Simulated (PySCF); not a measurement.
## Electronic structure of C$_{6}$H$_{12}$Cl$_{2}$Si in real space

```xyz
21

C    -2.2817    0.9998    0.9814
C    -2.1656    0.0600    0.0518
C    -3.3773   -0.5528   -0.5840
Si   -0.4976   -0.5956   -0.5524
Cl   -0.4104   -2.5902   -0.1679
C     0.9704    0.2363    0.3258
C     2.3148   -0.3227   -0.1307
C     3.4894    0.3740    0.5362
Cl    3.5900    2.0847    0.0317
H    -3.2452    1.3563    1.3136
H    -1.4252    1.4553    1.4479
H    -3.3439   -0.4143   -1.6635
H    -4.2934   -0.1098   -0.1995
H    -3.3973   -1.6245   -0.3920
H    -0.3858   -0.4369   -2.0074
H     0.9543    1.3086    0.1313
H     0.8875    0.1110    1.4074
H     2.4086   -0.2248   -1.2136
H     2.3764   -1.3853    0.1158
H     4.4362   -0.0870    0.2554
H     3.3869    0.3752    1.6216
```

Geometry: GFN2-xTB.

All numbers below come from PBE0/pcSseg-1, SCF density, gas phase, non-relativistic in PySCF.

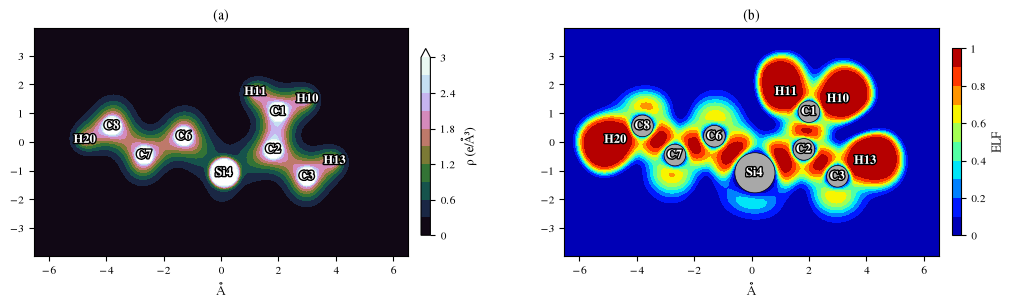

Figure 1. (a) electron density; (b) ELF on the plane of atoms C1, C2 and Si4. Grey discs cover the atomic cores in the ELF map.

**Read the bonding off the picture.**

- Atoms in the plane: C, Si and H.
- C–C (1.33 Å): ρ is about 2.3 e/Å³ halfway; the ELF peaks at about 0.90 between the atoms (a short, multiple covalent bond).
- C–Si (1.89 Å): ρ at the midpoint is about 0.95 e/Å³; the ELF peaks at about 0.95 between the atoms: localised, covalent bonding.
- C–H (1.08 Å): ρ at the midpoint is about 2 e/Å³; the ELF climbs to about 1 towards the hydrogen, as it does in any bond to H; an ordinary covalent bond to hydrogen.
- C–C (1.50 Å): ρ at the midpoint is about 1.7 e/Å³; the ELF peaks at about 0.95 between the atoms: localised, covalent bonding.

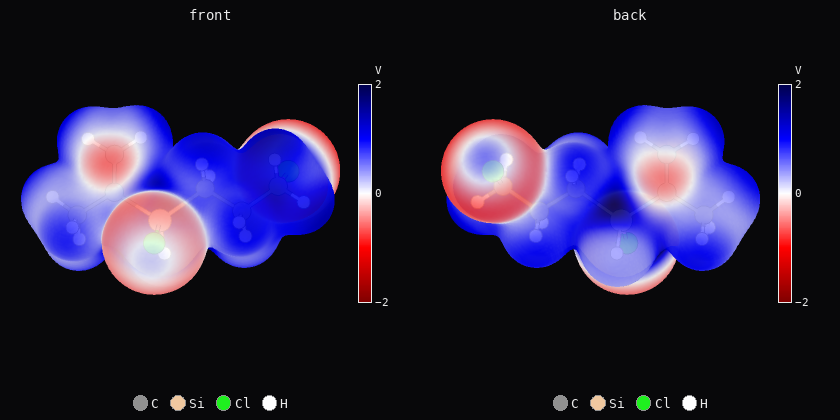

Figure 2. The electrostatic potential painted on the density surface at 0.004 e/bohr³, seen from the front and from behind; red is negative and blue positive.

**Where is the surface potential most negative and most positive?**

The most negative region (about −0.7 V, or −16 kcal/mol for a unit charge) lies over Cl9, the most positive (about +1.7 V, or +39 kcal/mol for a unit charge) over Si4. Cl9 shows a σ-hole: about +0.4 V, or +9 kcal/mol for a unit charge at the tip opposite its bond, against about −0.4 V, or −9 kcal/mol for a unit charge on its flanks.

**What dipole moment does the calculation give?**

Its dipole moment is 0.85 D.
